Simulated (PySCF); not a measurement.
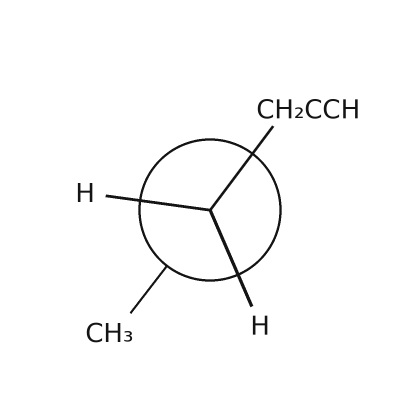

A Newman projection along the Si–O bond, silicon in front; angles are drawn as computed, but eclipsed bonds slightly apart. The geometry was computed by an optimisation with PBE0-D3(BJ)/def2-SVP. No frequency run is at hand to confirm it as a minimum.

Question: Which molecule is it?

Answer: C4H8OSi, C#CC[SiH2]OC

Question: What is the torsion angle from the front CH2CCH to the back CH3? The sign is positive where the front bond must turn clockwise to cover the back bond.

Answer: −179°, antiperiplanar (anti).
